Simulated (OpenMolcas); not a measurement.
# SnHCl3O (SMILES [OH][Sn]([Cl])([Cl])[Cl]): levels of theory compared

We compute a comparison of 5 runs (HF/STO-3G, BHLYP/def2-SVP, BLYP/def2-SVP, r2SCAN/def2-SVP, CCSD(T)/def2-SVP) of SnHCl3O. 

The calculation is run with OpenMolcas 26.06.

## (1) Starting point

The species is SnHCl3O (6 atoms), meant as a singlet with charge 0. As SMILES, `[OH][Sn]([Cl])([Cl])[Cl]`. The Sn2–Cl4 distance was set to 2.984 Å, away from the relaxed value.

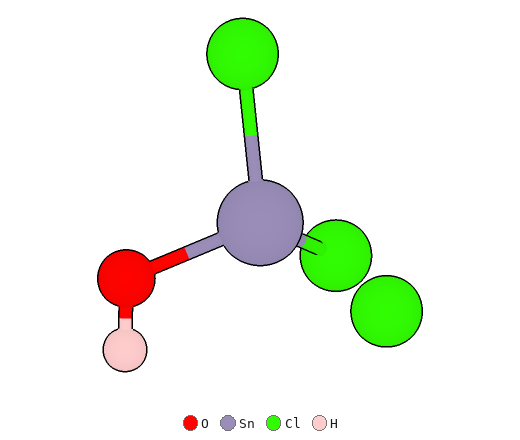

The structure, seen from a chosen angle (oxygen red, tin purple, chlorine green, hydrogen pink).

## (2) A single-point energy at HF/STO-3G (run 1)

test.input reads:

```
* Cl3HOSn Hartree-Fock
&GATEWAY
BASLIB = $CurrDir
COORD
6
angstrom
O       -0.246110       0.840590       1.762480
Sn       0.680090       0.162090       0.208980
Cl       2.359390      -1.166610       0.994180
Cl      -1.175400      -1.411300      -1.519500
Cl       1.533190       1.888990      -1.040320
H       -0.967910       1.437590       1.542480
BASIS = STO-3G
GROUP = NoSym
&SEWARD
&SCF
THRESHOLDS = 1e-10 1e-07 1e-07 1e-05
PRORBITALS = 1
```

The basis set STO-3G is read from a file made from the Basis Set Exchange's data (not shown).

On the command line:

```sh
$ export MOLCAS_MEM=1860
$ pymolcas test.input > test.log
```

The program printed:

```text
--- Start Module: gateway ---
[...]
--- Stop Module: gateway /rc=_RC_ALL_IS_WELL_ ---
--- Start Module: seward ---
[...]
      Basis functions           60
--- Stop Module: seward /rc=_RC_ALL_IS_WELL_ ---
[...]
--- Start Module: scf ---
[...]
       Convergence after  13 Iterations
[...]
::    Total SCF energy                              -7401.6108565702
[...]
      Total spin, S                                     0.0000000000
[...]
      Total electronic charge=  110.000000
      Total            charge=   -0.000000
[...]
      Dipole Moment (debye):
      Origin of the operator (angstrom)=    0.7098    0.0423    0.0002
                   X= -3.6478E-01               Y=  2.5118E+00               Z=  2.2892E+00           Total=  3.4179E+00
      Quadrupole Moment (debye*angstrom):
[...]
--- Stop Module: scf /rc=_RC_ALL_IS_WELL_ ---
[...]
```

It took 3.9 s on 1 thread of Intel Xeon Platinum 8259CL at 2.50GHz (Skylake/Cascade Lake), shared host; peak memory 0.4 GiB.

## (3) A single-point energy at BHLYP/def2-SVP (core potential) (run 2)

calc.input reads:

```
* Cl3HOSn Kohn-Sham DFT
>>> EXPORT MOLCAS_PRINT=2

&gateway
 baslib = $CurrDir
 coord
 6
 angstrom
 O       -0.246110       0.840590       1.762480
 Sn       0.680090       0.162090       0.208980
 Cl       2.359390      -1.166610       0.994180
 Cl      -1.175400      -1.411300      -1.519500
 Cl       1.533190       1.888990      -1.040320
 H       -0.967910       1.437590       1.542480
 basis = def2-SVP
 group = NoSym

&seward
 gridinput
 Grid=UltraFine
 End of Grid

&scf
 ksdft = HYB_GGA_XC_BHANDHLYP
 thresholds = 1e-10 1e-07 1e-07 1e-05
 prorbitals = 1 1
```

The basis set def2-SVP is read from a file made from the Basis Set Exchange's data (not shown).

On the command line:

```sh
$ export MOLCAS_MEM=1860
$ pymolcas calc.input > calc.log
```

The program printed:

```text
--- Start Module: gateway ---
[...]
--- Stop Module: gateway /rc=_RC_ALL_IS_WELL_ ---
--- Start Module: seward ---
[...]
      Basis functions           99
--- Stop Module: seward /rc=_RC_ALL_IS_WELL_ ---
[...]
--- Start Module: scf ---
[...]
       Convergence after  16 Iterations
[...]
::    Total KS-DFT energy                           -1670.2016562512
[...]
      Total spin, S                                     0.0000000000
[...]
      Total electronic charge=   82.000000
      Total            charge=   -0.000000
[...]
      Dipole Moment (debye):
      Origin of the operator (angstrom)=    0.7098    0.0423    0.0002
                   X=  5.9684E-01               Y=  2.4544E+00               Z=  1.3812E+00           Total=  2.8789E+00
      Quadrupole Moment (debye*angstrom):
[...]
--- Stop Module: scf /rc=_RC_ALL_IS_WELL_ ---
[...]
```

Run time: 30 s. Hardware: 1 thread of Intel Xeon Platinum 8259CL at 2.50GHz (Skylake/Cascade Lake), shared host; peak memory 0.55 GiB.

Run 3 isn't shown in full; the table further down has it.

## (4) The energy at r2SCAN/def2-SVP (core potential) (run 4)

mol.input reads:

```
* Cl3HOSn Kohn-Sham DFT
>>> EXPORT MOLCAS_PRINT=2
&gateway
baslib = $CurrDir
coord
6
angstrom
O       -0.246110       0.840590       1.762480
Sn       0.680090       0.162090       0.208980
Cl       2.359390      -1.166610       0.994180
Cl      -1.175400      -1.411300      -1.519500
Cl       1.533190       1.888990      -1.040320
H       -0.967910       1.437590       1.542480
basis = def2-SVP
group = NoSym
&seward
gridinput
Grid=UltraFine
End of Grid
&scf
ksdft = 2
1.0 MGGA_X_R2SCAN
1.0 MGGA_C_R2SCAN
thresholds = 1e-10 1e-07 1e-07 1e-05
prorbitals = 1 1
```

The basis set def2-SVP is read from a file made from the Basis Set Exchange's data (not shown).

On the command line:

```sh
$ export MOLCAS_MEM=1860
$ pymolcas mol.input > mol.log
```

The program printed:

```text
--- Start Module: gateway ---
[...]
--- Stop Module: gateway /rc=_RC_ALL_IS_WELL_ ---
--- Start Module: seward ---
[...]
      Basis functions           99
--- Stop Module: seward /rc=_RC_ALL_IS_WELL_ ---
[...]
--- Start Module: scf ---
[...]
       Convergence after  19 Iterations
[...]
::    Total KS-DFT energy                           -1670.2809264395
[...]
      Total spin, S                                     0.0000000000
[...]
      Total electronic charge=   82.000000
      Total            charge=   -0.000000
[...]
      Dipole Moment (debye):
      Origin of the operator (angstrom)=    0.7098    0.0423    0.0002
                   X=  4.3599E-01               Y=  2.4411E+00               Z=  1.5464E+00           Total=  2.9224E+00
      Quadrupole Moment (debye*angstrom):
[...]
--- Stop Module: scf /rc=_RC_ALL_IS_WELL_ ---
[...]
```

It took 44 s on 1 thread of Intel Xeon Platinum 8259CL at 2.50GHz (Skylake/Cascade Lake), shared host; peak memory 0.55 GiB.

## (5) The energy at CCSD(T)/def2-SVP (Cholesky decomposition, core potential) (run 5)

struct.xyz reads:

```xyz
6

O     -0.246110     0.840590     1.762480
Sn     0.680090     0.162090     0.208980
Cl     2.359390    -1.166610     0.994180
Cl    -1.175400    -1.411300    -1.519500
Cl     1.533190     1.888990    -1.040320
H     -0.967910     1.437590     1.542480
```

job.inp reads:

```
* Cl3HOSn CCSD(T)

&GATEWAY
 BasLib=$CurrDir
 Coord=struct.xyz
 Basis=def2-SVP
 Group=NoSym

&SEWARD
 High

&SCF
 Thresholds=1e-10 1e-07 1e-07 1e-05
 PrOrbitals=1 2

&CHCC
 Frozen=20
 Threshold=1e-08
 MaxIterations=80

&CHT3
 Frozen=20
```

The basis set def2-SVP is read from a file made from the Basis Set Exchange's data (not shown).

On the command line:

```sh
$ export MOLCAS_MEM=1860
$ pymolcas job.inp > job.log
```

The program printed:

```text
--- Start Module: gateway ---
[...]
--- Stop Module: gateway /rc=_RC_ALL_IS_WELL_ ---
[...]
      Basis functions           99
[...]
       Convergence after  15 Iterations
[...]
::    Total SCF energy                              -1666.8792413634
[...]
      Total spin, S                                     0.0000000000
[...]
      Total electronic charge=   82.000000
      Total            charge=   -0.000000
[...]
      Dipole Moment (debye):
      Origin of the operator (angstrom)=    0.7098    0.0423    0.0002
                   X=  8.2495E-01               Y=  2.6858E+00               Z=  1.4901E+00           Total=  3.1803E+00
      Quadrupole Moment (debye*angstrom):
[...]
--- Start Module: chcc ---
[...]
--- Stop Module: chcc /rc=_RC_ALL_IS_WELL_ ---
[...]
--- Start Module: cht3 ---
[...]
--- Stop Module: cht3 /rc=_RC_ALL_IS_WELL_ ---
[...]
```

Wall time 8.7 min (1 thread of Intel Xeon Platinum 8259CL at 2.50GHz (Skylake/Cascade Lake), shared host); peak memory 0.15 GiB.

## (6) The series

```csv
run,level,integration grid,integral approximation,energy (Eh),dipole moment (D) of the reference,HOMO energy (eV),LUMO energy (eV),wall time
1,HF/STO-3G,–,none,-7401.610857,3.42,-9.17,1.76,3.9 s
2,BHLYP/def2-SVP (core potential),UltraFine,none,-1670.201656,2.88,-9.42,-3.65,30 s
3,BLYP/def2-SVP (core potential),UltraFine,none,-1670.243026,2.70,-6.40,-4.90,41 s
4,r2SCAN/def2-SVP (core potential),UltraFine,none,-1670.280926,2.92,-7.08,-5.18,44 s
5,"CCSD(T)/def2-SVP (Cholesky decomposition, core potential)",–,CD high,-1667.629448,3.18,-11.53,-1.21,8.7 min
```

## (7) Results

| quantity | value |
| --- | --- |
| run 5: total energy | -1667.62945 Eh |
| run 5: dipole moment (mean-field density) | 3.18 D |
| run 5: HOMO energy (Hartree–Fock orbitals) | -11.53 eV |
| run 5: LUMO energy (Hartree–Fock orbitals) | -1.21 eV |
| run 5: HOMO–LUMO gap (Hartree–Fock orbitals) | 10.32 eV |
| run 5: correlation energy (20 core orbitals frozen) | -750.2 mEh |
| run 5: (T) correction | -19.30 mEh |

**Reading.** Over runs 1, 2, 3, 4 the dipole moment (its size) runs from 2.70 D (BLYP/def2-SVP) to 3.42 D (HF/STO-3G). The two ends differ in method and basis and core potential. Over runs 1, 2, 3, 4 the HOMO–LUMO gap runs from 1.50 eV (BLYP/def2-SVP) to 10.93 eV (HF/STO-3G). Totals of different functionals can't be ranked against each other. Some runs of one species differ in core potentials or relativity; totals across that change don't compare. In run 1 the basis is minimal, so the values are rough. In run 1 relativity is left out where basis or elements ask for it. All runs together took 11 min, the longest 8.7 min.
